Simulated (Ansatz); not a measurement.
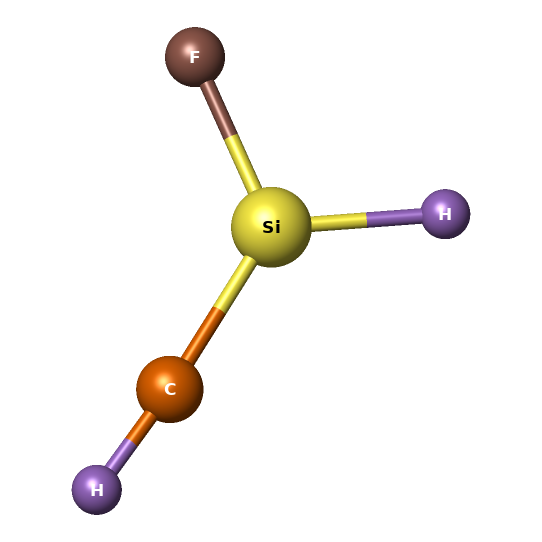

Every bond is drawn as one stick, whatever its order.

Charge 0, doublet.

Question: Give the formula.

Answer: CH2FSi, 5 atoms: 1 carbon, 2 hydrogen, 1 fluorine and 1 silicon.

Question: Count the bonded pairs by element.

Answer: 1 C–Si, 1 F–Si, 1 C–H, 1 Si–H. Sticks follow a distance rule.

The parts below concern this one geometry. Atoms keep their numbers from picture to picture. The geometry was computed by an optimisation with PBE0-D4/def2-TZVP. No frequency run is at hand to confirm it as a minimum.

**Symmetry**

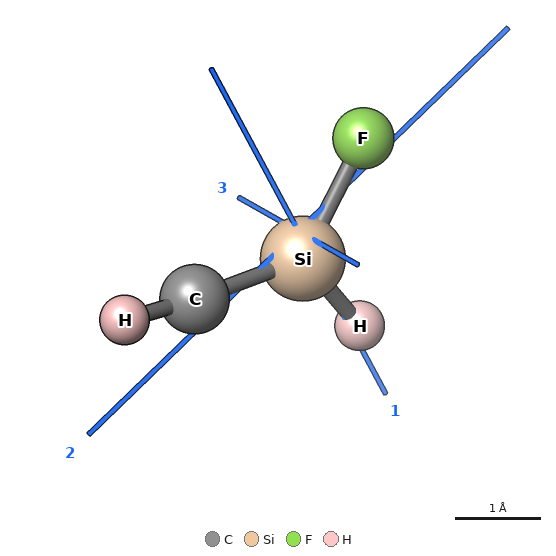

The three principal axes of inertia are drawn and numbered. Atoms fade into the background with distance from the viewer. No frequency run is at hand to confirm it as a minimum. Masses are those of the most abundant isotopes; constants are for the rigid equilibrium geometry.

Question: Which line is the a axis (least moment of inertia), which b and which c?

Answer: a is line 2, b is line 1, c is line 3; the moments are 12.4, 68.5, 80.9 u Å².

Question: Classify the rotor and give the rotational constants (cm⁻¹).

Answer: An asymmetric top (Cs): A = 1.36, B = 0.246, C = 0.208 cm⁻¹. Ray's parameter κ is −0.93, close to the prolate limit.

**Dipole moment**

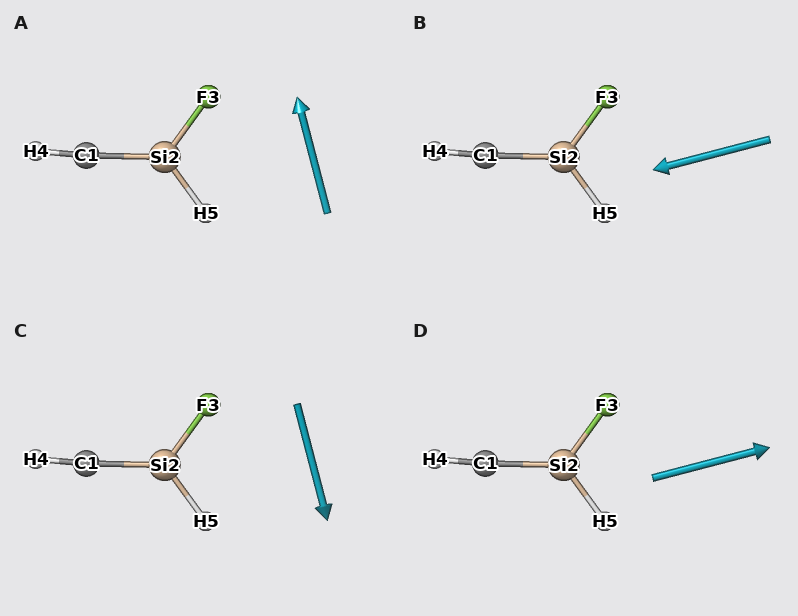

The same molecule four times, each with an arrow. No frequency run is at hand to confirm it as a minimum. Level of theory: UKS PBE0-D4/def2-TZVP (Ansatz 0.2.0).

Question: Which arrow points along the dipole moment, from the negative to the positive end?

Answer: C. The dipole moment is 0.96 D; it points from the side of F3 to the side of H5 (the outermost atoms at the two ends).

**Electronic properties**

No frequency run is at hand to confirm it as a minimum. Method: UKS PBE0-D4/def2-TZVPP (Ansatz 0.2.0).

Predict the main results.

- HOMO energy (Kohn–Sham orbital): −6.64 eV
- ⟨S²⟩ of the determinant: 0.764

**Charges**

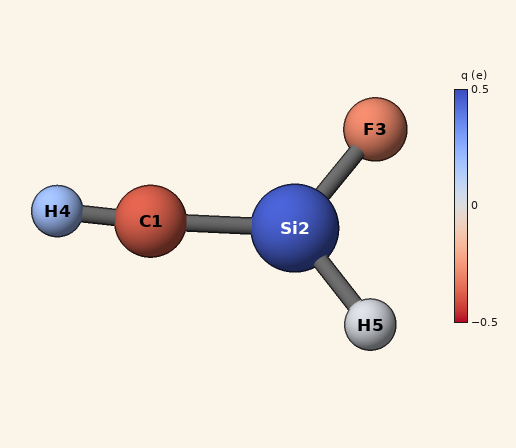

Atoms are coloured by their Mulliken charges. No frequency run is at hand to confirm it as a minimum. Method: UKS PBE0-D4/def2-TZVP (Ansatz 0.2.0).

Give the Mulliken charges atom by atom.

```
atom  value (e)
  C1      −0.37
 Si2       0.45
  F3      −0.29
  H4       0.19
  H5       0.02
```

Mulliken values depend strongly on the basis set and can even reverse the polarity of a bond.
